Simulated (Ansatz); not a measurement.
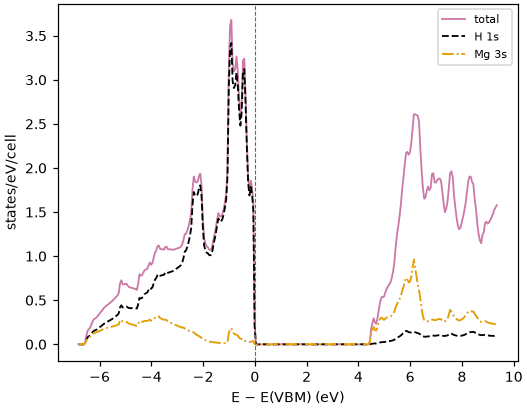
Figure: Total and projected density of states of MgH₂ (rutile, space group No. 136), plane-wave PAW r²SCAN (Ansatz code)

Q: Which orbitals carry the states next to the gap?

A: Top 1 eV of the valence band: H 1s 95 %. Bottom 1 eV of the conduction band: Mg 3s 52 %, outside the projected shells 43 %. Projections are on Löwdin-orthogonalised atomic valence shells; empty p or d shells of many metals are not among them.

Q: Where is the tallest occupied peak in this window, and what makes it?

A: Near -0.9 eV, about 3.7 states/eV per cell; the largest projected share is H 1s.

Space group P4_2/mnm (rutile). The cell was relaxed with r²SCAN under the symmetry of its start; phonons on a q-mesh show no instability.

Potentials: the later of the program's two PAW sets.
